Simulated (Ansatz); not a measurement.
The starting structures come from a database of crystals and need not be the phases stable at ambient conditions.

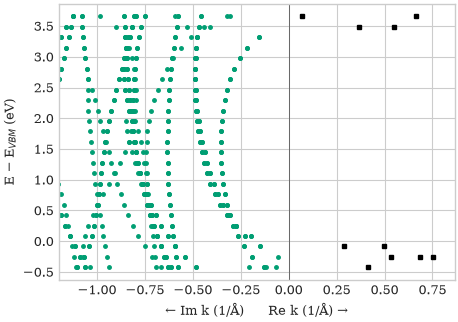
Figure. Complex bands at the centre of the two-dimensional zone; r2SCAN in Ansatz (a first-principles code)

No gap correction and no spin-orbit coupling; mid-gap values are interpolated between computed energies.

### Question
This is TeO2 (P4_12_12, not sure to be the ambient phase, 12 atoms a cell, 14.9 Å³ an atom) along the normal of (110). Read off the slowest decay at the centre of the two-dimensional zone at 1.78 eV, the computed energy nearest the middle of the gap.

### Answer
κ ≈ 0.35 1/Å, a decay length 1/(2κ) of the density of 1.4 Å.
